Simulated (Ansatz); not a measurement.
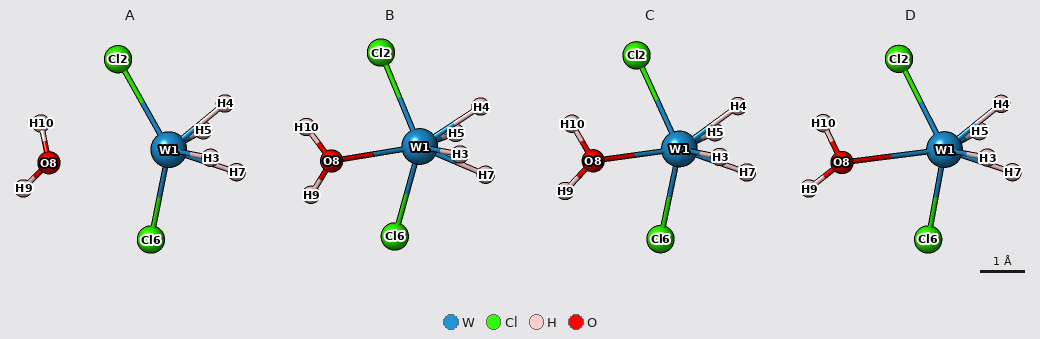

4 geometries from one relaxation of WH6OCl2, in shuffled order. A ball-and-stick model, seen at a tilt.

The run prepares an end point of a later path (reaction) calculation, from a guessed geometry.

Method: RKS PBE0/def2-SVP in Ansatz. (no spin polarisation; force threshold 0.03 eV/Å; at most 50 steps)

**Put them in the order of the run, from the start to the converged end.**

A, D, C, B. They are steps 0, 2, 4, 10, at +0.601 eV, +0.299 eV, +0.047 eV relative to the last. The largest move after the best rigid fit is that of H9, 0.66 Å. By element the largest moves are H 0.66 Å, O 0.60 Å, Cl 0.38 Å, W 0.24 Å. Among the contacts that change: W1–O8 3.117 → 2.296 Å, W1–H9 3.568 → 2.805 Å, W1–H10 3.175 → 2.794 Å, W1–Cl6 2.283 → 2.325 Å. New bonds form, among them: W1–O8 (3.12 → 2.30 Å). Among the angles between lasting bonds that change: H9–O8–H10 104.5° → 108.2°, H4–W1–Cl6 136.9° → 133.5°, Cl2–W1–H7 136.4° → 133.4°. The energy falls by 0.601 eV in 9 accepted moves (10 points after the start). Largest force component: 0.99 eV/Å at the start, 0.028 eV/Å at the end. The line search rejected the trial step at point 8 of the run. Cost: 58 s on 2 threads of Intel(R) Xeon(R) Platinum 8259CL CPU @ 2.50GHz (Skylake/Cascade Lake), on a shared host, peak memory 0.29 GiB.

Limits of the set-up: the start holds two separate molecules, 2.6 Å apart at their closest, whose relative position is a soft coordinate and is computed without a dispersion correction.
